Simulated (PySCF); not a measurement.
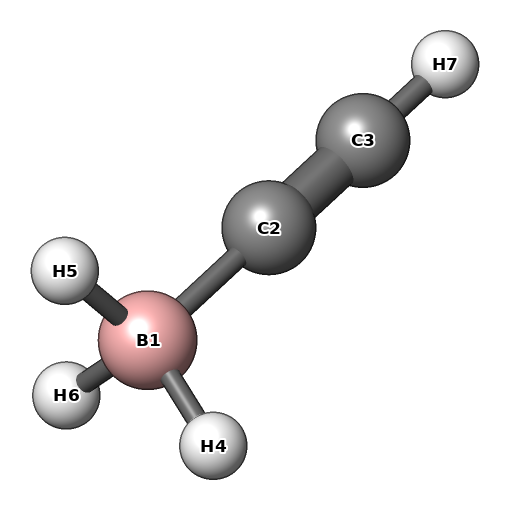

The thickness of each stick grows with its Mayer bond order. State: charge −1, singlet. The geometry was computed by an optimisation with PBE0-D3(BJ)/def2-SVP. No frequency run is at hand to confirm it as a minimum. Method: PBE0/pcSseg-1 (PySCF 2.14.0).

Which bond has the highest Mayer bond order?

C2–C3, 2.52, at a length of 1.227 Å.

Which bond has the lowest Mayer bond order?

B1–H4 and B1–H5 and B1–H6, 0.93, at 1.246 Å.

List the Mayer bond orders of B1–C2, B1–H4, C2–C3, C3–H7 (one bond of each equivalent set).

```tsv
bond	Mayer order	length (Å)
B1–C2	1.01	1.582
B1–H4	0.93	1.246
C2–C3	2.52	1.227
C3–H7	1.08	1.073
```
